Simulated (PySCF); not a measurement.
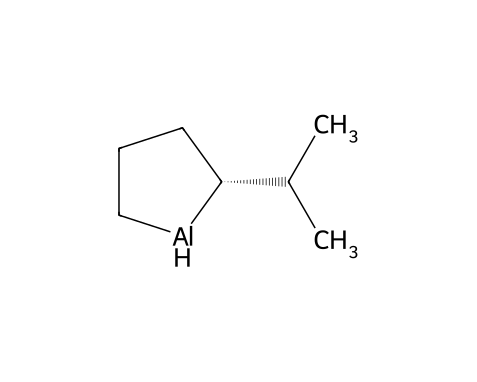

The drawing above gives the connectivity. The computed structure is the end point of a PBE0-D3(BJ)/def2-SVP optimisation. No frequency run is at hand to confirm it as a minimum.

Describe the 3D structure.

The molecule is C₇H₁₅Al. SMILES: `CC(C)[C@H]1CC[CH2][AlH]1`. The point group is C1. Coordination: 7 C tetrahedral; 1 Al trigonal planar.

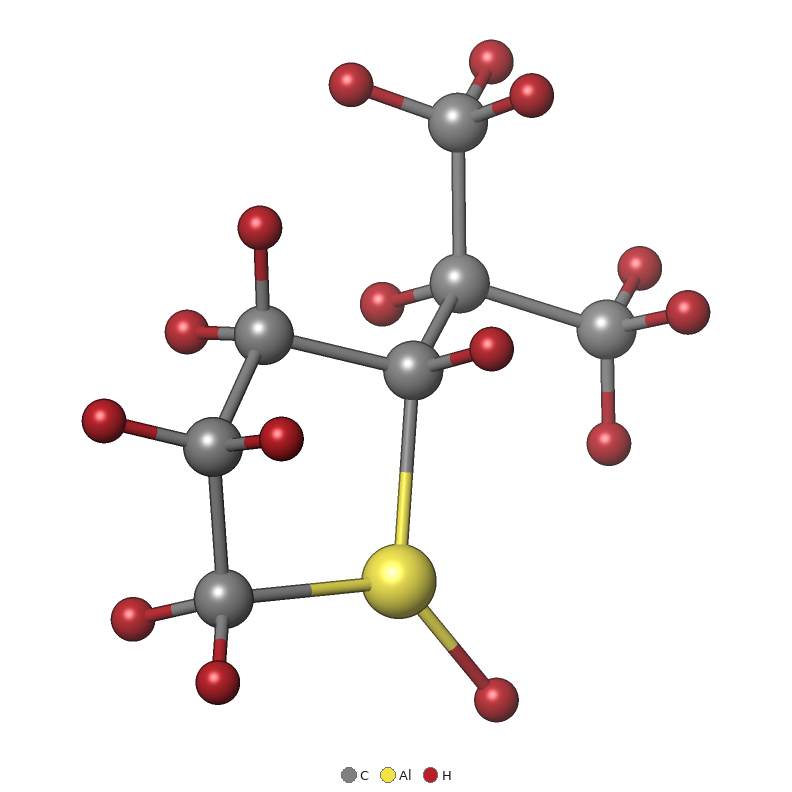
